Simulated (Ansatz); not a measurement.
Consider Ga$_{4}$Sb$_{3}$P.

Input

```
crystal:
  lattice:
    - [6.6806946419, 0.0, 0.0]
    - [0.0, 4.0910561187, 0.0]
    - [0.0, 0.0, 7.0859170543]
  atoms:
    - { symbol: P, position: [0.0, 0.0, 0.3333333333] }
    - { symbol: Sb, position: [0.0, 0.5, 0.8333333333] }
    - { symbol: Sb, position: [0.5, 0.5, 0.1666666667] }
    - { symbol: Sb, position: [0.5, 0.0, 0.6666666667] }
    - { symbol: Ga, position: [0.375, 0.0, 0.3333333333] }
    - { symbol: Ga, position: [0.375, 0.5, 0.8333333333] }
    - { symbol: Ga, position: [0.875, 0.5, 0.1666666667] }
    - { symbol: Ga, position: [0.875, 0.0, 0.6666666667] }
kpoints:
  mp_grid: { grid: [4, 6, 4] }
hamiltonian:
  xc: pbe
scf:
  occupations: { method: fermi_dirac, width: 0.02 }
relax:
  f_tol: 0.005
  cell: {}
output:
  write_density: true
  write_potential: true
  elf: true
  volumetric_format: npy
```

Launched as:

```sh
ansatz run input.yaml --threads 2 --pin off --max-ram 20275MiB --backend cpu --events-out ev --progress --plain --runs-dir out
```

Below, planes, directions and counts refer to the conventional cell (a = 7.00 Å, b = 4.26 Å, c = 7.37 Å, α = 90.00°, β = 90.07°, γ = 90.00°).

The fields are those of the relaxed geometry.

Space group Pm; started from the ordered alloy on wurtzite lattice prototype, which need not be the ambient phase.

Theory: Ansatz, DFT, PBE, plane waves, PAW.

### Predict the valence pseudo-density and electron localisation function between the atoms.

Ga–P (2.42 Å): the density is about 0.51 e/Å³ at the midpoint; the ELF peaks at about 0.90 in the valence shell of P, 0.8 Å from its nucleus, and is about 0.75 at the midpoint.
Ga–Sb (2.65 Å): the density is about 0.42 e/Å³ at the midpoint; the ELF peaks at about 0.70 between the atoms.
Ga–Sb (2.65 Å): the density is about 0.42 e/Å³ at the midpoint; the ELF peaks at about 0.70 between the atoms.

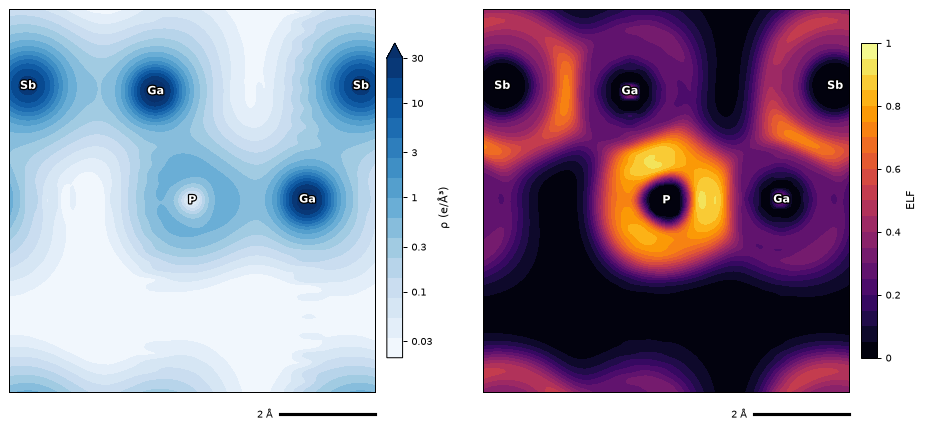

Computed valence pseudo-density and electron localisation function on the (010) plane of the conventional cell, in this order. 

The density is the valence pseudo-density of a PAW calculation; it isn't the true density close to the nuclei.
